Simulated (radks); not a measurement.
Atomic calculation, with input and output: Ta

- system: a free Ta atom in the configuration [Xe] 4f14 5d3 6s2.
- method: scalar-relativistic Kohn-Sham, PBE, spin-unpolarised, spherical densities, point nucleus (the in-house radial solver radks)

### Input
```
Z 73
configuration [Xe] 4f14 5d3 6s2
relativity scalar-relativistic
functional pbe,pbe
spin unpolarised
nucleus point
c 137.035999084
```

Energies in input and log are in hartree, lengths in bohr.

### Log
```
1s      1   2.0000       -2475.88055183
2s      1   2.0000        -425.37755674
2p      1   6.0000        -372.73829277
3s      1   2.0000         -97.44699498
3p      1   6.0000         -81.79317005
3d      1  10.0000         -63.54042085
4s      1   2.0000         -19.86799109
4p      1   6.0000         -14.73402798
4d      1  10.0000          -8.16546461
4f      1  14.0000          -0.90786718
5s      1   2.0000          -2.68280149
5p      1   6.0000          -1.44789042
5d      1   3.0000          -0.13196212
6s      1   2.0000          -0.20000969
Etot -15604.55937845268
Ekin 17148.16148017063
Encl -38541.97888177133
Eh 6104.342773328291
Exc -315.08475018027656
err 1.013401110998042e-08
it 16
```

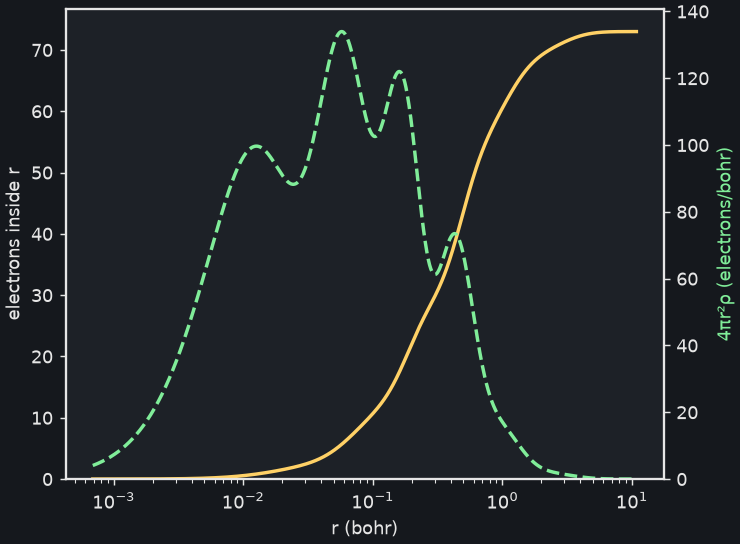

Fig. 1: The number of electrons inside radius r (solid) and the radial density 4πr²ρ (dashed). The count levels off at 73 electrons. Half of them lie within 0.402 bohr, 90 % within 1.40 bohr and 99 % within 3.97 bohr. The radial density has minima at 0.0242, 0.104 and 0.301 bohr, where the count stands at 1.9, 11.1 and 29.8; these part the shells that the density resolves.

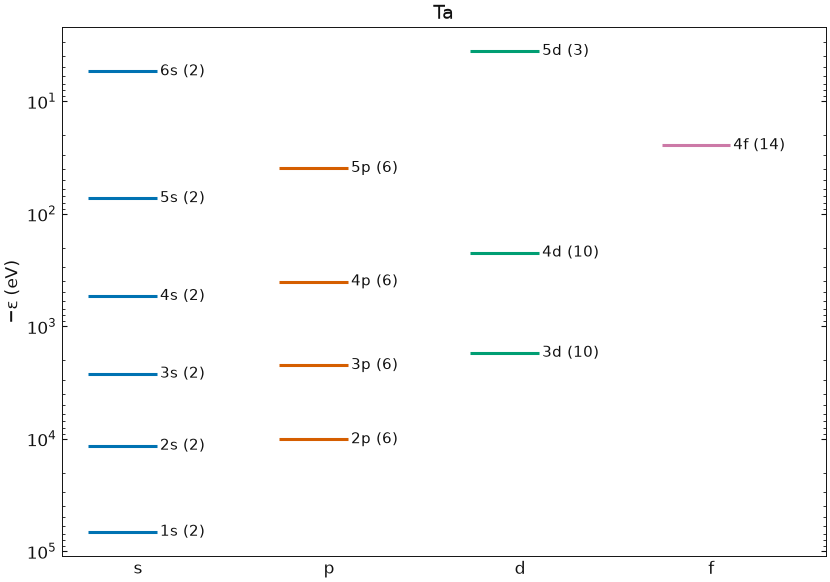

Fig. 2: All occupied levels, on a logarithmic scale of binding energy, are drawn by angular momentum (occupations in brackets). The highest occupied level is 5d at −3.59 eV. The highest 5 occupied levels, from the top down, are 5d (−3.59 eV), 6s (−5.44 eV), 4f (−24.7 eV), 5p (−39.4 eV), 5s (−73.0 eV).

### Key numbers

- outcome: converged
- total energy: −15604.5594 hartree
- kinetic energy: 17148.1615 hartree
- electron–nucleus energy: −38541.9789 hartree
- Hartree energy: 6104.3428 hartree
- exchange–correlation energy: −315.084750 hartree
- radius at density 0.001 e/bohr³: 4.89 bohr
- SCF iterations: 16
- hardware: 1 CPU thread, shared host
